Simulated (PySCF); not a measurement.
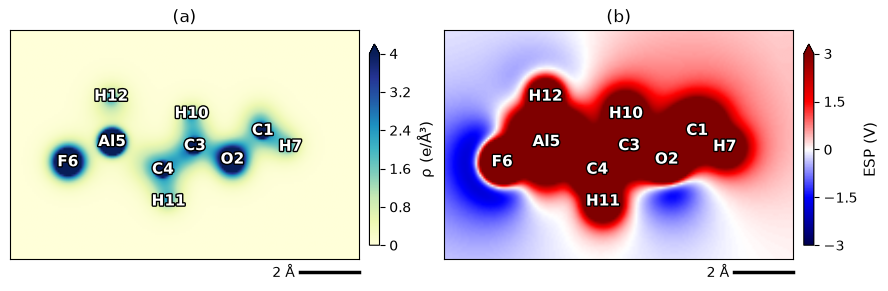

*C₃H₆AlFO (SMILES CO/C=[CH]/[AlH][F]). (a) total electron density; (b) molecular electrostatic potential on the plane of atoms O2, C3 and H10.*

Geometry: GFN2-xTB.

These are results of PBE0/pcSseg-1, SCF density, gas phase, non-relativistic (PySCF 2.14.0), not measurements.

```xyz
12

C    -2.3216    0.5073    0.0262
O    -1.0893    0.7838   -0.5974
C    -0.0102    0.1223   -0.1274
C     1.2306    0.2932   -0.6040
Al    2.5939   -0.8220    0.2383
F     4.1939   -0.8918   -0.1478
H    -3.0803    1.0486   -0.5359
H    -2.3242    0.8531    1.0652
H    -2.5476   -0.5635    0.0040
H    -0.2013   -0.5840    0.6805
H     1.3487    1.0157   -1.4097
H     2.2085   -1.7633    1.3819
```

### Read the bonding off the picture.

Atoms in the plane: C, O, Al, F and H.
C–C (1.34 Å): ρ at the midpoint is about 2.3 e/Å³.
C–O (1.35 Å): ρ at the midpoint is about 2.4 e/Å³, with its minimum of 2 e/Å³ about 0.5 Å from C.
Al–F (1.65 Å): ρ is about 0.85 e/Å³ halfway.
C–Al (1.95 Å): ρ is about 0.71 e/Å³ halfway.
C–H (1.09 Å): the density is about 2.1 e/Å³ at the midpoint.
Outside the dense part of the molecule the potential is most negative (−1.8 V) near F6.
